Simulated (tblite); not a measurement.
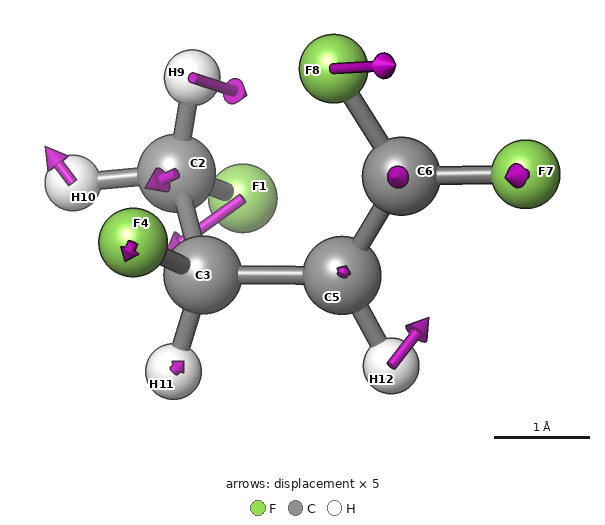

A relaxation of C₄H₄F₄. The starting structure is drawn; purple arrows show the displacements, 5 times their true length. The two geometries are superimposed by the best rigid fit.

A ball-and-stick model, seen from a free direction.

Method: GFN2-xTB geometry optimisation, gas phase (tblite 0.8.0). 

Q: What happened in the run?

A: After 60 geometry steps the energy has fallen by 27.7 kJ/mol. The atom that moves furthest after the best rigid fit is F8 (0.25 Å). By element the largest moves are F 0.25 Å, H 0.19 Å, C 0.09 Å. Some distances before and after: C6–F7 1.350 → 1.322 Å, C5–H12 1.101 → 1.076 Å, C2–C3 1.514 → 1.535 Å, C3–H11 1.115 → 1.096 Å. Bond angles that change, for instance: C5–C6–F8 117.9° → 126.3°, F7–C6–F8 117.6° → 109.7°, C3–C2–H10 103.8° → 110.1°. Cost: 0.19 s on 1 thread of Arm Neoverse V2, with other jobs on the host.
